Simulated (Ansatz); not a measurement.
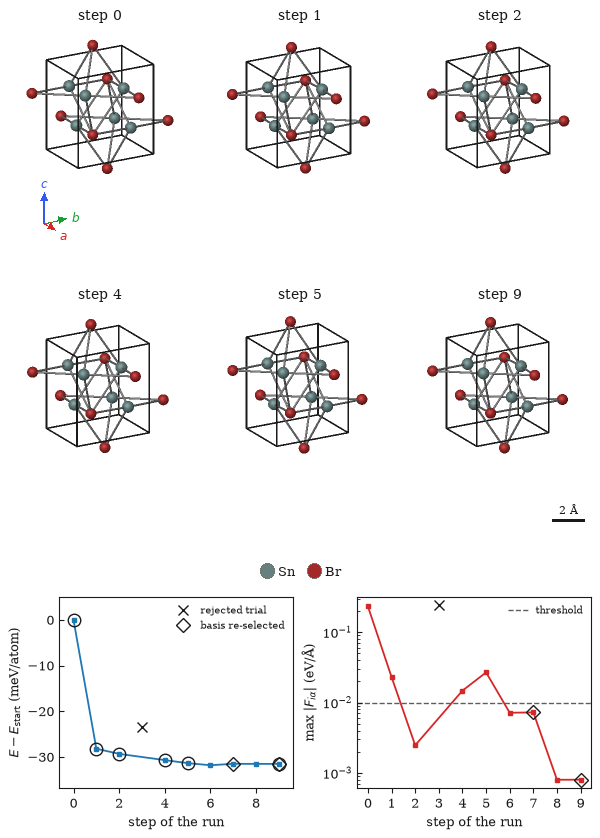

Frames of a relaxation of a crystal of Sn₃Br (a generated structure, set up in P6_3/mmc), marked on the history of the run. A ball-and-stick model of the cell of the calculation, seen slightly off an axis.

Computed with DFT PBE, scalar-relativistic, plane waves, PAW (Ansatz 0.2.0).

Input
```yaml
crystal:
  lattice:
    - [7.02752286, 0.0, 0.0]
    - [-3.51376143, 6.08601332, 0.0]
    - [0.0, 0.0, 5.82389481]
  atoms:
    - { symbol: Sn, position: [0.16355735, 0.3271147, 0.25] }
    - { symbol: Sn, position: [0.16355735, 0.83644265, 0.25] }
    - { symbol: Sn, position: [0.6728853, 0.83644265, 0.25] }
    - { symbol: Sn, position: [0.83644265, 0.6728853, 0.75] }
    - { symbol: Sn, position: [0.83644265, 0.16355735, 0.75] }
    - { symbol: Sn, position: [0.3271147, 0.16355735, 0.75] }
    - { symbol: Br, position: [0.33333333, 0.66666667, 0.75] }
    - { symbol: Br, position: [0.66666667, 0.33333333, 0.25] }
basis:
  ecutwfc: 420
kpoints:
  mp_grid: { grid: [6, 6, 6] }
hamiltonian:
  xc: pbe
scf:
  occupations: { method: gaussian, width: 0.1 }
output:
  forces: true
  stress: true
  eigenvalues: true
relax:
  adjacent_minimum: "off"
  f_tol: 0.01
  max_steps: 80
  cell: { stress_tol: 0.05 }
```

Launched with:
```bash
ansatz run input.yaml --threads 1 --pin off --max-ram 2560MiB --backend cpu --events-out ev --progress --plain --runs-dir out
```

> Describe the path.

The largest moves relative to the cell, 0.050 Å, are those of Sn1, Sn2, Sn3, Sn4, Sn5 and Sn6. Sn6 goes along [−2 −1 0]. Br stays in place. The volume changes by −7.8 %, with a = b 7.028 → 6.708 Å (−4.6 %), c 5.824 → 5.896 Å (+1.2 %). Among the contacts that change: Sn1–Br8 3.514 → 3.355 Å, Sn1–Br7 3.571 → 3.575 Å. The space group stays P6_3/mmc (No. 194). After 6 accepted moves (9 points after the start) the energy has fallen by 31.5 meV per atom. Largest force component: 0.23 eV/Å at the start, 0.0008 eV/Å at the end. Pressure: −2.74 GPa at the start and 0.00 GPa at the end. The line search rejected the trial step at point 3 of the run. At 2 points the geometry stayed and the basis and grid were re-selected for the new cell (energy shift of 0.3 meV per atom at most each time). From step 0 to 1: Sn atoms move most (0.04 Å), volume −7.6 %, energy −28.2 meV per atom. From step 1 to 2: volume −0.6 %, energy −1.1 meV per atom. From step 2 to 4: energy −1.4 meV per atom. From step 4 to 5: energy −0.7 meV per atom. From step 5 to 9: volume +0.2 %, energy −0.2 meV per atom.
